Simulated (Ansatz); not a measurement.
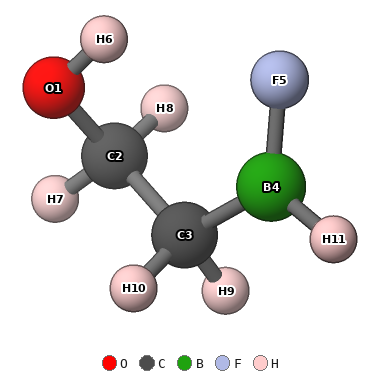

The system is C₂H₆BFO, SMILES OCCBF; the picture shows the reference structure. Coordinates scanned: (1) dihedral O1–C2–C3–B4; (2) dihedral H6–O1–C2–C3. Nothing is relaxed (all other coordinates rigid). Grid: 12 × 12 points. Points are written as (first, second). Energies: kcal/mol, counted from the lowest grid point. Theory: RKS PBE-D4/def2-TZVP (Ansatz).

Its coordinates:

```yaml
atoms:
  - { symbol: O, position_ang: [-1.3243, -0.0725, 1.2903] }
  - { symbol: C, position_ang: [-0.2018, -0.7990, 0.7859] }
  - { symbol: C, position_ang: [0.7794, 0.0907, 0.0161] }
  - { symbol: B, position_ang: [0.2297, 0.8218, -1.2479] }
  - { symbol: F, position_ang: [-1.0638, 0.6854, -1.5978] }
  - { symbol: H, position_ang: [-1.8667, 0.1855, 0.5251] }
  - { symbol: H, position_ang: [0.2856, -1.2357, 1.6698] }
  - { symbol: H, position_ang: [-0.5312, -1.6405, 0.1474] }
  - { symbol: H, position_ang: [1.6735, -0.4872, -0.2914] }
  - { symbol: H, position_ang: [1.1899, 0.8682, 0.6901] }
  - { symbol: H, position_ang: [0.8952, 1.5262, -1.9669] }
```

Range: dihedral O1–C2–C3–B4 from −180 to 150°; dihedral H6–O1–C2–C3 from −180 to 150°.

What landscape does the calculation give?

Answer. The lowest grid point is at (−60°, 60°). The bottom of the well lies between grid points, at about (−65°, 70°), about 0.18 kcal/mol lower on the interpolated surface. There are further wells near (−180°, 60°) (0.7 kcal/mol above the lowest at that grid point); (60°, −60°) (1.2 kcal/mol above the lowest at that grid point); (−180°, −180°) (1.5 kcal/mol above the lowest at that grid point). The highest grid point, (0°, 0°), lies 14.0 kcal/mol above the lowest. On the interpolated surface the easiest way out of the lowest well to the well at (−180°, 60°) passes a barrier of about 3.8 kcal/mol, counted from the interpolated bottom of the well. Round the minimum the two coordinates are weakly coupled (coupling 0.13 in units of the two stiffnesses).

```tsv
dihedral H6–O1–C2–C3 ↓, dihedral O1–C2–C3–B4 →	−180	−150	−120	−90	−60	−30	0	30	60	90	120	150
150	1.8	3.1	4.2	2.9	2.7	7.2	10.6	6.0	2.9	3.7	4.7	3.1
120	2.0	3.3	4.2	2.6	2.0	6.8	11.2	6.2	2.8	3.8	4.8	3.2
90	1.3	2.8	3.7	1.8	0.4	5.0	10.6	6.0	2.1	3.0	3.9	2.3
60	0.7	2.7	3.8	1.8	0.0	4.0	10.0	6.1	1.8	2.6	3.6	1.8
30	1.4	3.5	5.0	3.2	2.0	5.8	11.7	7.0	2.8	3.4	4.7	2.7
0	2.3	4.2	6.1	4.4	3.9	8.2	14.0	7.8	3.8	4.5	6.1	4.1
−30	2.2	3.7	5.6	4.3	3.8	8.2	12.5	6.2	2.9	4.2	5.9	4.2
−60	1.9	3.1	4.8	3.8	3.2	7.7	11.1	4.6	1.2	3.2	5.0	3.7
−90	2.3	3.5	5.0	4.0	3.3	7.5	11.6	5.5	1.4	3.0	4.8	3.8
−120	2.5	3.8	5.3	4.3	3.5	7.2	11.7	6.8	2.4	3.2	4.8	3.7
−150	1.9	3.4	4.8	3.7	3.2	6.6	10.7	6.8	2.6	3.1	4.4	3.2
−180	1.5	2.9	4.2	3.1	2.9	6.6	10.0	6.2	2.7	3.2	4.3	2.8
```

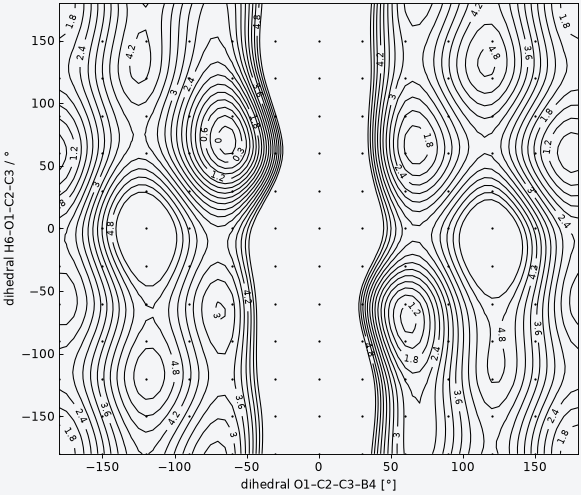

Drawn: contour lines labelled in kcal/mol (none above 5.1), dots at the grid points. Between grid points the surface is interpolated.

Each point was launched as `ansatz run input.yaml --threads 1 --pin off --max-ram 2560MiB --backend cpu --events-out ev --progress --plain --runs-dir out`. The whole map (144 points run) took 8.3 min on 1 thread of Intel(R) Xeon(R) 6975P-C (Granite Rapids), on a shared host.
